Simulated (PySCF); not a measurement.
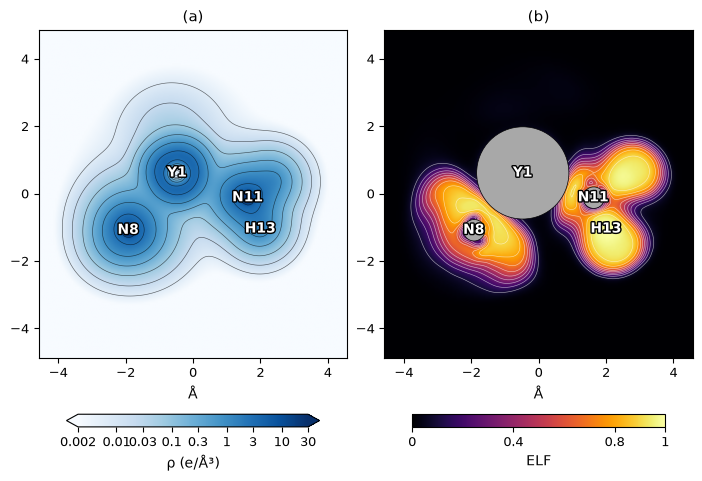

Figure 1: H$_{8}$N$_{4}$Y (charge −1). (a) electron density; (b) ELF on the plane of atoms N8, Y1 and N11. Grey discs cover the atomic cores in the ELF map.

Core potentials replace the inner electrons of Y.

The calculation used RKS PBE0, Y def2-SVP with ECP28, N def2-SVP, H def2-SVP; non-relativistic Hamiltonian with scalar-relativistic core potentials where named; density fitting in PySCF 2.14.0.

Input

```
mol = gto.M(atom='''
Y      0.00006     0.00000     0.00000
N      1.33769     1.31891     1.20232
H      2.19962     1.00460     1.65067
H      1.29032     2.32137     1.38190
N     -1.33752    -1.20239     1.31891
H     -1.29015    -1.38194     2.32136
H     -2.19999    -1.65029     1.00449
N      1.33769    -1.31891    -1.20232
H      1.29032    -2.32137    -1.38190
H      2.19962    -1.00460    -1.65067
N     -1.33752     1.20239    -1.31891
H     -2.19999     1.65029    -1.00449
H     -1.29015     1.38194    -2.32136''',
    basis={'Y': 'def2-SVP', 'N': 'def2-SVP', 'H': 'def2-SVP'},
    ecp={'Y': 'def2-SVP'},
    charge=-1, spin=0)
mf = dft.RKS(mol, xc='PBE0')
mf.grids.atom_grid = (75, 302)  # f atoms: at least (60, 302), unpruned
mf = mf.density_fit()  # Y def2-universal-JKFIT, N def2-universal-JKFIT, H def2-universal-JKFIT
mf.conv_tol = 1e-09; mf.max_cycle = 55
mf.kernel(dm0)
```

Launched as:

```sh
OMP_NUM_THREADS=2 python run.py
```

> What does the map show?

The section cuts through Y, N and H sites. Y–N (2.23 Å): the density is about 0.5 e/Å³ at the midpoint; the ELF peaks at about 0.90 in the valence shell of N, 0.6 Å from its nucleus, and drops to about 0.15 between the two atoms: a closed-shell, largely ionic contact. N–H (1.02 Å): ρ is about 2.6 e/Å³ halfway; the ELF climbs to about 1 towards the hydrogen, as it does in any bond to H (a covalent bond by its length).
